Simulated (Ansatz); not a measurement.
# PBE0/def2-SVP run of CH3BCl2O (methoxydichloroborane)

What is the vertical ionisation energy of CH3BCl2O (methoxydichloroborane) at PBE0/def2-SVP? 

The calculation is run with Ansatz 0.2.0.

108 further runs of the same task are left out: 108 set aside as unsound or not needed.

## Step 1: Starting point

CH3BCl2O has 8 atoms, charge 0, and is taken as a singlet. As SMILES, `COB(Cl)Cl`. The shape is that of a PBE0-D4/def2-TZVP optimisation.

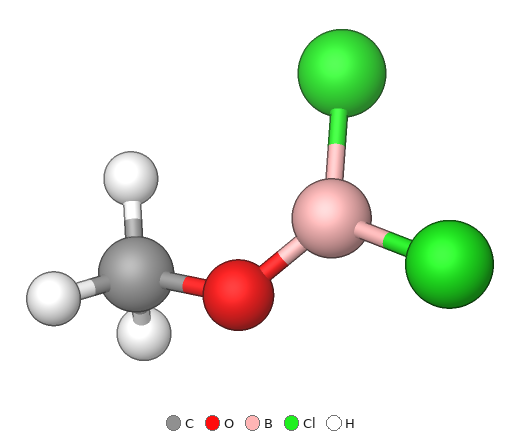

The structure, seen from a chosen angle (carbon grey, oxygen red, boron pink, chlorine green, hydrogen white).

## Step 2: The energy at PBE0/def2-SVP

input.yaml reads:

```yaml
crystal:
  periodic: [false, false, false]
  atoms:
    - {symbol: C, position_ang: [-0.173000, -0.644100, 0.940400]}
    - {symbol: O, position_ang: [0.000100, -0.547100, -0.462300]}
    - {symbol: B, position_ang: [0.213000, 0.573500, -1.147500]}
    - {symbol: Cl, position_ang: [0.382900, 0.455700, -2.887600]}
    - {symbol: Cl, position_ang: [0.331800, 2.160700, -0.389600]}
    - {symbol: H, position_ang: [0.452100, -1.462400, 1.297300]}
    - {symbol: H, position_ang: [0.104200, 0.282000, 1.445200]}
    - {symbol: H, position_ang: [-1.218800, -0.875400, 1.148200]}
basis:
  gaussian: {orbitals: def2-SVP}
magnetization: {spin_polarized: false, initial_magnetization: 0}
hamiltonian: {xc: {name: PBE0}}
accuracy: high
output: {orbitals: {seedname: orbitals}}
```

Run with:

```sh
ansatz run input.yaml --threads 1 --pin off --max-ram 3480MiB --events-out events.jsonl --progress --plain --runs-dir runs
```

The program printed:

```text
Warning: RAYON_NUM_THREADS=1 ignored (pool sized by the plan → 1); use --threads N
Functional definition: PBE0
  name "PBE0"
  parameter a = 0.25
  parameter kappa = 0.804
  parameter beta = 0.06672455060314922
  exchange = (1 - a)*pbe_x(kappa = kappa, mu = beta*pi^2/3) + a*exact_x
  correlation = pbe_c(beta = beta)
2081 factors; integrals over basis functions are off by at most 5.6e-9 eV
mean field evaluation 1: about -28831.5631 eV, gradient 3.9e1 eV
mean field evaluation 2: about -28827.7075 eV, gradient 6.0e1 eV
mean field evaluation 4: about -28834.5937 eV, gradient 1.9e0 eV
mean field evaluation 8: about -28834.8320 eV, gradient 4.9e-1 eV
mean field evaluation 16: about -28834.8327 eV, gradient 2.1e-5 eV
mean field -28834.83267881 eV, -1059.6605559946 hartree, gradient 1.8e-8 eV, S^2 0.000000; 0 other end points of the search recorded, 0 dependent functions left out
reference -28834.83268088 eV, -1059.6605560707 hartree; 28, 28 occupied and 65, 65 virtual orbitals, 2081 factors
Total energy: -28834.83268088 eV, -1059.6605560707 hartree
```

It took 9.6 s on 1 thread of Arm Neoverse V1, shared host; peak memory 0.34 GiB.

## Step 3: The doublet cation at the same level

molecule.yaml reads:

```yaml
crystal:
  periodic: [false, false, false]
  atoms:
    - {symbol: C, position_ang: [-0.173000, -0.644100, 0.940400]}
    - {symbol: O, position_ang: [0.000100, -0.547100, -0.462300]}
    - {symbol: B, position_ang: [0.213000, 0.573500, -1.147500]}
    - {symbol: Cl, position_ang: [0.382900, 0.455700, -2.887600]}
    - {symbol: Cl, position_ang: [0.331800, 2.160700, -0.389600]}
    - {symbol: H, position_ang: [0.452100, -1.462400, 1.297300]}
    - {symbol: H, position_ang: [0.104200, 0.282000, 1.445200]}
    - {symbol: H, position_ang: [-1.218800, -0.875400, 1.148200]}
basis:
  gaussian:
    orbitals: def2-SVP
magnetization:
  spin_polarized: true
  initial_magnetization: 1
accuracy: high
output: {orbitals: {seedname: orbitals}}
total_charge: 1
hamiltonian:
  xc: {name: PBE0}
```

Run with:

```sh
ansatz run molecule.yaml --threads 1 --pin off --max-ram 3480MiB --events-out events.jsonl --progress --plain --runs-dir runs
```

The program printed (excerpt; [...] marks lines left out):

```text
Warning: RAYON_NUM_THREADS=1 ignored (pool sized by the plan → 1); use --threads N
[... 7 set-up lines as earlier in the session ...]
2083 factors; integrals over basis functions are off by at most 5.6e-9 eV
mean field evaluation 1: about -28814.7929 eV, gradient 4.5e1 eV
mean field evaluation 2: about -28772.0250 eV, gradient 1.0e2 eV
mean field evaluation 4: about -28823.1024 eV, gradient 7.3e0 eV
mean field evaluation 8: about -28823.6520 eV, gradient 1.4e0 eV
mean field evaluation 16: about -28823.6848 eV, gradient 3.1e0 eV
mean field evaluation 32: about -28823.6196 eV, gradient 5.5e-1 eV
mean field -28823.73964571 eV, -1059.2528945474 hartree, gradient 2.9e-8 eV, S^2 0.757051; 6 other end points of the search recorded, 0 dependent functions left out
reference -28823.73964786 eV, -1059.2528946265 hartree; 28, 27 occupied and 65, 66 virtual orbitals, 2083 factors
Total energy: -28823.73964786 eV, -1059.2528946265 hartree
```

It took 30 s on 1 thread of Arm Neoverse V1, shared host; peak memory 0.49 GiB.

## Step 4: Summary of results

At PBE0/def2-SVP:

| quantity | value |
| --- | --- |
| singlet CH3BCl2O: total energy | -1059.66056 Eh |
| singlet CH3BCl2O: HOMO energy | -8.71 eV |
| singlet CH3BCl2O: LUMO energy | 0.14 eV |
| singlet CH3BCl2O: HOMO–LUMO gap | 8.85 eV |
| doublet cation: total energy | -1059.25289 Eh |
| doublet cation: HOMO energy (highest over α and β) | -14.84 eV |
| doublet cation: LUMO energy (lowest over α and β) | -13.33 eV |
| doublet cation: ⟨S²⟩ | 0.757 |
| vertical ionisation energy (to the doublet cation) | 11.093 eV |

Removing an electron at fixed nuclei costs 11.09 eV (256 kcal/mol). −ε(HOMO) before ionisation, 8.71 eV, is 2.38 eV below this ionisation energy.
